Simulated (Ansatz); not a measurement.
**GaCS+ (quintet): correlated methods under varied settings**

What do other methods and options give for GaCS+ (quintet) at this geometry, and how long do they take?

Method: the settings change from run to run; program: Ansatz 0.2.0, Gaussian basis.

24 further runs of the same task are left out: 7 for a known fault of the program, 1 for a mislabelled method, 6 that didn't finish, 10 set aside as unsound or not needed.

## (1) What is computed

The geometry is a PBE0/def2-TZVP stationary point (not a proven minimum) of the parent state, kept for this charge and spin. No spin-orbit coupling is included. The filled d shell of Ga may be among the frozen orbitals whatever the setting's name suggests; the logs give the count.

3 atoms, charge 1, spin multiplicity 5.

Atoms are counted from 1 here; the program's logs count them from 0.

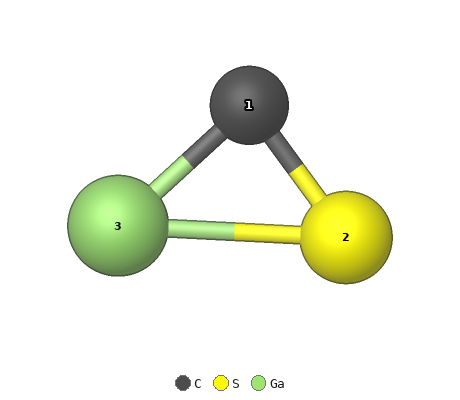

The geometry (carbon dark grey, sulfur yellow, gallium green); atoms are numbered from 1 in the order of the file.

## (2) CASSCF(8,6)/6-31G

in.yaml reads:

```yaml
crystal:
  periodic: [false, false, false]
  atoms:
    - {symbol: C, position_ang: [0.000000, -1.160693, 0.575194]}
    - {symbol: S, position_ang: [0.000000, 0.246092, 1.574708]}
    - {symbol: Ga, position_ang: [0.000000, 0.086769, -0.823279]}
basis:
  gaussian: {orbitals: 6-31G}
total_charge: 1
magnetization: {spin_polarized: false, initial_magnetization: 4}
hamiltonian: {pseudopotentials: {relativity: none}}
correlation: {active_space: {window: {electrons: 8, orbitals: 6}}}
output: {forces: true}
```

Run with:

```
> ansatz run in.yaml --threads 1 --pin off --events-out ev --progress --plain --max-ram 2393MiB
```

The log of the run:

```text
Functional definition: HF
  name "HF"
  cite "Fock, Z. Phys. 61, 126 (1930) doi:10.1007/BF01340294"
  parent pbe
  exchange = exact_x
  correlation = 0
519 factors; integrals over basis functions are off by at most 1.9e-4 eV
mean field evaluation 1: about -64156.5959 eV, gradient 1.5e1 eV
mean field evaluation 2: about -64156.6939 eV, gradient 1.5e1 eV
mean field evaluation 4: about -64158.6121 eV, gradient 3.3e0 eV
mean field evaluation 8: about -64158.8804 eV, gradient 8.8e-1 eV
mean field evaluation 16: about -64158.8996 eV, gradient 1.5e-6 eV
mean field evaluation 32: about -64158.7283 eV, gradient 1.1e0 eV
mean field evaluation 64: about -64154.8217 eV, gradient 1.6e1 eV
mean field evaluation 96: about -64158.7483 eV, gradient 3.4e-6 eV
mean field -64158.89958292 eV, -2357.7960712081 hartree, gradient 1.5e-6 eV, S^2 6.000000; 8 other end points of the search recorded, 0 dependent functions left out
reference -64158.89958292 eV, -2357.7960712081 hartree; 28, 24 occupied and 23, 27 virtual orbitals, 519 factors
state -64159.01346198 eV, -2357.8002561867 hartree
the calculation of the forces begins
Total energy: -64159.01346198 eV, -2357.8002561867 hartree
Atom 0 at     0.000000    -1.160693     0.575194 Å, force    -0.000000    -3.344934     0.664094 eV/Å
Atom 1 at     0.000000     0.246092     1.574708 Å, force     0.000000     1.795486     2.863277 eV/Å
Atom 2 at     0.000000     0.086769    -0.823279 Å, force     0.000000     1.549448    -3.527371 eV/Å
Dipole moment:     0.000000     0.047930    -0.555497 e Å
```

Wall time 5 s (1 thread of Intel Xeon Platinum 8488C, shared host).

From the report: 15 determinants; active occupations 1.99, 1.99, 1.01, 1.01, 1.00, 1.00.

## (3) CCSD(T)/6-31G*

in.yaml reads:

```yaml
crystal:
  periodic: [false, false, false]
  atoms:
    - {symbol: C, position_ang: [0.000000, -1.160693, 0.575194]}
    - {symbol: S, position_ang: [0.000000, 0.246092, 1.574708]}
    - {symbol: Ga, position_ang: [0.000000, 0.086769, -0.823279]}
basis:
  gaussian: {orbitals: "6-31G*"}
total_charge: 1
magnetization: {spin_polarized: true, initial_magnetization: 4}
hamiltonian: {xc: {name: PBE}}
correlation: {method: ccsd_t, electrons: outside_noble_gas, diis_vectors: 12}
```

Launched as before.

The log of the run (excerpt; [...] marks lines left out):

```text
Functional definition: PBE
  name "PBE"
  cite "Perdew, Burke & Ernzerhof, Phys. Rev. Lett. 77, 3865 (1996) doi:10.1103/PhysRevLett.77.3865"
  parent pbe
[...]
623 factors; integrals over basis functions are off by at most 6.7e-4 eV
[...]
mean field -64214.13637212 eV, -2359.8259857704 hartree, gradient 5.9e-6 eV, S^2 6.008873; 6 other end points of the search recorded, 0 dependent functions left out
20 core orbitals not correlated: weight in the atoms' cores, before any rotation towards them, 0.970 or more for the frozen orbitals, at most 0.026 for the correlated occupied ones
reference -64160.46541323 eV, -2357.8536144108 hartree; 8, 4 occupied and 41, 45 virtual orbitals, 623 factors
second order -6.69717294 eV of doubles, -0.46738558 eV of singles
cycle   1  -7.09718454 eV  change    6.7e-2 eV  update   8.8e-2
[...]
cycle  11  -7.41057106 eV  change   -5.2e-6 eV  update   1.1e-5
perturbative correction -0.36356496 eV, -0.0133607659 hartree
Total energy: -64168.23954926 eV, -2358.1393086403 hartree
```

Run time: 8.5 s. Hardware: 1 thread of Intel Xeon Platinum 8488C, shared host.

From the report: ⟨S²⟩ of the determinant 6.009 (pure quintet: 6.00); correlation -7.7741 eV; T1 0.024; largest double amplitude 0.04. The orbitals are Kohn-Sham ones, so correlation energy and T1 don't compare with those on Hartree-Fock orbitals.

## (4) CCSD(T) on UHF/cc-pVDZ

in.yaml reads:

```yaml
crystal:
  periodic: [false, false, false]
  atoms:
    - {symbol: C, position_ang: [0.000000, -1.160693, 0.575194]}
    - {symbol: S, position_ang: [0.000000, 0.246092, 1.574708]}
    - {symbol: Ga, position_ang: [0.000000, 0.086769, -0.823279]}
basis:
  gaussian: {orbitals: cc-pVDZ}
total_charge: 1
magnetization: {spin_polarized: true, initial_magnetization: 4}
correlation: {method: ccsd_t, electrons: valence}
scf: {lower_state_search: full}
output: {forces: true}
```

The command is unchanged.

The log of the run (excerpt; [...] marks lines left out):

```text
Functional definition: HF
  name "HF"
  cite "Fock, Z. Phys. 61, 126 (1930) doi:10.1007/BF01340294"
  parent pbe
[...]
651 factors; integrals over basis functions are off by at most 1.1e-3 eV
[...]
mean field -64169.22246186 eV, -2358.1754300121 hartree, gradient 2.7e-6 eV, S^2 6.055556; 14 other end points of the search recorded, 0 dependent functions left out
determinant -64169.22246186 eV, -2358.1754300121 hartree, with singles and doubles -64176.48435529 eV, -2358.4422996734 hartree
determinant -64169.18895507 eV, -2358.1741986603 hartree, with singles and doubles -64176.28231058 eV, -2358.4348746671 hartree
determinant -64166.71360588 eV, -2358.0832312556 hartree, with singles and doubles -64173.97864648 eV, -2358.3502165730 hartree
determinant -64166.60950215 eV, -2358.0794055140 hartree, with singles and doubles -64173.92177039 eV, -2358.3481264154 hartree
[...]
15 core orbitals not correlated: weight in the atoms' cores, before any rotation towards them, 1.000 or more for the frozen orbitals, at most 0.000 for the correlated occupied ones
reference -64169.22246186 eV, -2358.1754300121 hartree; 13, 9 occupied and 31, 35 virtual orbitals, 651 factors
second order -6.35367822 eV of doubles, -0.00000000 eV of singles
cycle   1  -7.26555908 eV  change    8.0e-7 eV  update   1.5e-6
[...]
cycle   5  -7.26555802 eV  change    9.9e-8 eV  update   6.9e-8
perturbative correction -0.33319468 eV, -0.0122446786 hartree
[...]
Total energy: -64176.82121456 eV, -2358.4546790231 hartree
Atom 0 at     0.000000    -1.160693     0.575194 Å, force    -0.000000    -2.255976     1.639293 eV/Å
Atom 1 at     0.000000     0.246092     1.574708 Å, force    -0.000000     0.525800     0.947119 eV/Å
Atom 2 at     0.000000     0.086769    -0.823279 Å, force    -0.000000     1.730176    -2.586412 eV/Å
Dipole moment:     0.000000     0.077897    -0.249900 e Å
```

It took 26 s on 1 thread of Intel Xeon Platinum 8488C, shared host.

From the report: ⟨S²⟩ of the determinant 6.056 (pure quintet: 6.00); correlation -7.5988 eV; T1 0.029; largest double amplitude 0.05.

## (5) BCCD(T)/cc-pVDZ

Edit in.yaml of step 4 so:

```diff
@@ -10,4 +10,4 @@
 magnetization: {spin_polarized: true, initial_magnetization: 4}
-correlation: {method: ccsd_t, electrons: valence}
-scf: {lower_state_search: full}
-output: {forces: true}
+hamiltonian: {xc: {name: r2SCAN}}
+correlation: {method: bccd_t, electrons: outside_noble_gas}
+accuracy: high
```

Launched as before.

The log of the run (excerpt; [...] marks lines left out):

```text
Functional definition: r2SCAN
  name "r2SCAN"
  cite "Furness, Kaplan, Ning, Perdew & Sun, J. Phys. Chem. Lett. 11, 8208 (2020) doi:10.1021/acs.jpclett.0c02405"
  cite "Furness, Kaplan, Ning, Perdew & Sun, J. Phys. Chem. Lett. 11, 9248 (2020) doi:10.1021/acs.jpclett.0c03077"
  parent r2scan
[...]
1275 factors; integrals over basis functions are off by at most 4.4e-9 eV
[...]
mean field -64233.53949999 eV, -2360.5390375676 hartree, gradient 2.0e-8 eV, S^2 6.019830; 7 other end points of the search recorded, 0 dependent functions left out
20 core orbitals not correlated: weight in the atoms' cores, before any rotation towards them, 0.974 or more for the frozen orbitals, at most 0.022 for the correlated occupied ones
reference -64168.42314818 eV, -2358.1460557761 hartree; 8, 4 occupied and 31, 35 virtual orbitals, 1275 factors
second order -6.59059130 eV of doubles, -0.29666791 eV of singles
cycle   1  -6.96673476 eV  change   -8.1e-2 eV  update   8.3e-2
[...]
cycle  29  -7.24405139 eV  change  -6.0e-10 eV  update  8.8e-10
perturbative correction -0.33432436 eV, -0.0122861935 hartree
Total energy: -64176.00152393 eV, -2358.4245559481 hartree
```

Run time: 32 s. Hardware: 1 thread of Intel Xeon Platinum 8488C, shared host; peak memory 0.33 GiB.

From the report: ⟨S²⟩ of the determinant 6.020 (pure quintet: 6.00); correlation -7.5784 eV; largest double amplitude 0.05.

## (6) The runs in one table

Where basis and cores are those of an earlier UCCSDT(Q)/cc-pVDZ run (-64176.3636 eV), and the state is the same kind, the miss against it is given.

```
                               level         correlated  functions  energy (eV)  from UCCSDT(Q) (meV)   time
                   CASSCF(8,6)/6-31G                            51  -64159.0135                          5 s
    CCSD(T)/6-31G* (on PBE orbitals)  outside noble gas         69  -64168.2395                        8.5 s
              CCSD(T) on UHF/cc-pVDZ            valence         59  -64176.8212                         26 s
BCCD(T)/cc-pVDZ (on r2SCAN orbitals)  outside noble gas         59  -64176.0015                 362.1   32 s
```

## (7) Summary of results

| quantity | value |
| --- | --- |
| runs | 4 |
| quickest | CASSCF(8,6)/6-31G, 5 s |
| slowest | BCCD(T)/cc-pVDZ (on r2SCAN orbitals), 32 s |

**Reading.** Total energies in different bases, with other cores or another treatment of relativity can't be set against each other. BCCD(T)/cc-pVDZ (on r2SCAN orbitals) took 6 times as long as CASSCF(8,6)/6-31G; the jobs differ in more than the method. Cores frozen from Kohn-Sham orbitals shift the total energy.
